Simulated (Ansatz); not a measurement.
# GeH2 (SMILES [GeH2]) at 6 levels

Wanted: a comparison of 6 runs (B2PLYP/STO-3G, SVWN5/STO-3G, UB3LYP/STO-3G, r2SCAN/STO-3G, revPBE/STO-3G, CCSDT(Q)/STO-3G) of GeH2. 

The results are computed with Ansatz 0.2.0.

41 further runs of the same task are left out: 7 that didn't finish, 34 set aside as unsound or not needed.

## Step 1: The structure to begin with

The species is GeH2 (3 atoms), meant as a singlet with charge 0. SMILES: `[GeH2]`. The H3–Ge1 distance was set to 3.986 Å, away from the relaxed value. At this shape a bond of the SMILES string is far longer than usual.

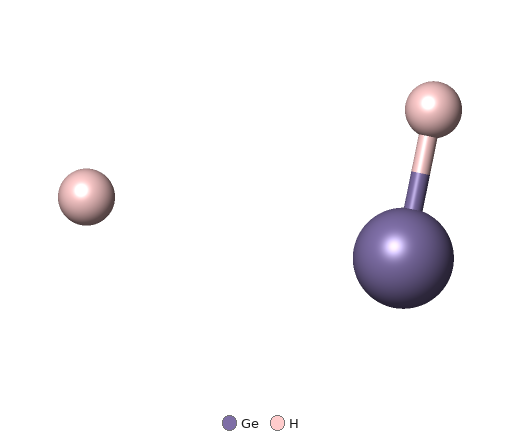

The structure, seen from a chosen angle (germanium purple, hydrogen pink).

## Step 2: A single-point energy at B2PLYP/STO-3G (run 1)

The input, job.yaml:

```yaml
crystal:
  periodic: [false, false, false]
  atoms:
    - {symbol: Ge, position_ang: [-1.105902, 2.735811, -0.291300]}
    - {symbol: H, position_ang: [0.247198, 3.074311, 0.481400]}
    - {symbol: H, position_ang: [-0.212900, -1.148700, -0.245300]}
basis:
  gaussian: {orbitals: STO-3G}
hamiltonian: {xc: {name: B2PLYP}}
accuracy: high
correlation: {frozen_orbitals: {Ge: 9, H: 0}}
```

Run with:

```sh
$ ansatz run job.yaml --threads 1 --pin off --max-ram 2610MiB --events-out events.jsonl --progress --plain --runs-dir runs
```

What it wrote:

```text
Warning: RAYON_NUM_THREADS=1 ignored (pool sized by the plan → 1); use --threads N
Functional definition: B2PLYP
  name "B2PLYP"
  parameter a = 0.53
  parameter c = 0.27
  exchange = (1 - a)*b88_x + a*exact_x
  correlation = (1 - c)*lyp_c + c*(mp2_os + mp2_ss)
223 factors; integrals over basis functions are off by at most 1.3e-8 eV
mean field evaluation 1: about -55872.9403 eV, gradient 9.1e0 eV
mean field evaluation 2: about -55872.9422 eV, gradient 9.0e0 eV
mean field evaluation 4: about -55866.3395 eV, gradient 7.4e0 eV
mean field evaluation 8: about -55878.7434 eV, gradient 6.3e-2 eV
mean field evaluation 16: about -55878.1289 eV, gradient 9.1e0 eV
mean field evaluation 32: about -55835.1791 eV, gradient 2.8e1 eV
mean field -55878.74251827 eV, -2053.5059115743 hartree, gradient 3.1e-8 eV, S^2 0.000000; 2 other end points of the search recorded, 0 dependent functions left out; unrestricted orbitals would lower it
9 core orbitals not correlated: weight in the atoms' cores, before any rotation towards them, 1.000 or more for the frozen orbitals, at most 0.000 for the correlated occupied ones
reference -55878.74253625 eV, -2053.5059122353 hartree; 8, 8 occupied and 3, 3 virtual orbitals, 223 factors
second order -8.73009523 eV of doubles, -0.00000000 eV of singles
Total energy: -55881.09966197 eV, -2053.5925350075 hartree
```

It took 1.1 s on 1 thread of AMD EPYC 7R43 (Zen 3), shared host; peak memory 0.1 GiB.

## Step 3: The energy at SVWN5/STO-3G (run 2)

The input, input.yaml:

```yaml
crystal:
  periodic: [false, false, false]
  atoms:
    - {symbol: Ge, position_ang: [-1.105902, 2.735811, -0.291300]}
    - {symbol: H, position_ang: [0.247198, 3.074311, 0.481400]}
    - {symbol: H, position_ang: [-0.212900, -1.148700, -0.245300]}
basis:
  gaussian:
    orbitals: STO-3G
hamiltonian:
  xc: {name: SVWN5}
accuracy: high
```

Run with:

```sh
$ ansatz run input.yaml --threads 1 --pin off --max-ram 2610MiB --events-out events.jsonl --progress --plain --runs-dir runs
```

What it wrote, cut to the lines that bear on the results:

```text
Warning: RAYON_NUM_THREADS=1 ignored (pool sized by the plan → 1); use --threads N
Functional definition: SVWN5
  name "SVWN5"
[...]
223 factors; integrals over basis functions are off by at most 1.3e-8 eV
[...]
mean field -55796.69246419 eV, -2050.4906277026 hartree, gradient 8.0e-9 eV, S^2 0.000000; 9 other end points of the search recorded, 0 dependent functions left out
reference -55796.69246600 eV, -2050.4906277689 hartree; 17, 17 occupied and 3, 3 virtual orbitals, 223 factors
Total energy: -55796.69246600 eV, -2050.4906277689 hartree
```

It took 1.4 s on 1 thread of AMD EPYC 7R43 (Zen 3), shared host.

## Step 4: The energy at UB3LYP/STO-3G (run 3)

The input, molecule.yaml:

```yaml
crystal:
  periodic: [false, false, false]
  atoms:
    - {symbol: Ge, position_ang: [-1.105902, 2.735811, -0.291300]}
    - {symbol: H, position_ang: [0.247198, 3.074311, 0.481400]}
    - {symbol: H, position_ang: [-0.212900, -1.148700, -0.245300]}
basis:
  gaussian:
    orbitals: STO-3G
magnetization:
  spin_polarized: true
  initial_magnetization: 0
hamiltonian:
  xc: {name: B3LYP}
accuracy: high
```

Run with:

```sh
$ ansatz run molecule.yaml --threads 1 --pin off --max-ram 2610MiB --events-out events.jsonl --progress --plain --runs-dir runs
```

What it wrote, cut to the lines that bear on the results:

```text
Warning: RAYON_NUM_THREADS=1 ignored (pool sized by the plan → 1); use --threads N
Functional definition: B3LYP
  name "B3LYP"
[...]
223 factors; integrals over basis functions are off by at most 1.3e-8 eV
[...]
mean field -55890.77612446 eV, -2053.9481384454 hartree, gradient 3.3e-8 eV, S^2 1.129584; 11 other end points of the search recorded, 0 dependent functions left out
reference -55890.77615257 eV, -2053.9481394783 hartree; 17, 17 occupied and 3, 3 virtual orbitals, 223 factors
Total energy: -55890.77615257 eV, -2053.9481394783 hartree
```

Run time: 12 s. Hardware: 1 thread of AMD EPYC 7R43 (Zen 3), shared host; peak memory 0.12 GiB.

Runs 4 to 5 aren't shown in full; the table further down has their settings and results.

## Step 5: A single-point energy at CCSDT(Q)/STO-3G (run 6)

The input, input.yaml:

```yaml
basis:
  gaussian:
    orbitals: STO-3G
crystal:
  periodic: [false, false, false]
  atoms:
    - symbol: Ge
      position_ang: [-1.105902, 2.735811, -0.291300]
    - symbol: H
      position_ang: [0.247198, 3.074311, 0.481400]
    - symbol: H
      position_ang: [-0.212900, -1.148700, -0.245300]
correlation:
  method: ccsdt_q
  frozen_orbitals: {Ge: 9, H: 0}
accuracy: high
scf:
  omitted_lower_state_checks: [cluster_reference, increment]
```

Run with:

```sh
$ ansatz run input.yaml --threads 1 --pin off --max-ram 2610MiB --events-out events.jsonl --progress --plain --runs-dir runs
```

What it wrote:

```text
Warning: RAYON_NUM_THREADS=1 ignored (pool sized by the plan → 1); use --threads N
[... 15 lines left out ...]
9 core orbitals not correlated: weight in the atoms' cores, before any rotation towards them, 1.000 or more for the frozen orbitals, at most 0.000 for the correlated occupied ones
[... 44 lines left out ...]
WARN: these amplitudes may be one of several solutions (largest doubles amplitude 1.00, level shift 13.37 eV)
Total energy: -55857.39340313 eV, -2052.7213460638 hartree
Checks for a lower state left out: cluster_reference, increment
```

It took 0.93 s on 1 thread of AMD EPYC 7R43 (Zen 3), shared host; peak memory 0.092 GiB.

## Step 6: Overview of the runs

| run | level | frozen core orbitals | energy (Eh) | wall time |
| --- | --- | --- | --- | --- |
| 1 | B2PLYP/STO-3G | 9 | -2053.592535 | 1.1 s |
| 2 | SVWN5/STO-3G | – | -2050.490628 | 1.4 s |
| 3 | UB3LYP/STO-3G | – | -2053.948139 | 12 s |
| 4 | r2SCAN/STO-3G | – | -2053.951859 | 7.2 s |
| 5 | revPBE/STO-3G | – | -2053.719469 | 2.7 s |
| 6 | CCSDT(Q)/STO-3G | 9 | -2052.721346 | 0.93 s |

## Step 7: Outcome

| quantity | value |
| --- | --- |
| run 6: total energy | -2052.72135 Eh |
| run 6: correlation energy (9 core orbitals frozen) | -236.2 mEh |
| run 6: T1 diagnostic | 0.065 |

**Reading.** Totals of different functionals can't be ranked against each other. In runs 1, 6 the log says that unrestricted orbitals would lower the reference, so the values rest on an unstable closed-shell determinant (other closed-shell runs at this shape may share the fault). In runs 1, 2, 3, 4, 5, 6 the basis is minimal, so the values are rough. In runs 1, 2, 4, 5 a closed-shell determinant meets a far-stretched bond, which it describes badly. Spin contamination of the reference: run 3 ⟨S²⟩ = 1.13. Where it is this large, the reference is a mixture of spin states, and values that rest on it are in doubt. All runs together took 26 s, the longest 12 s.
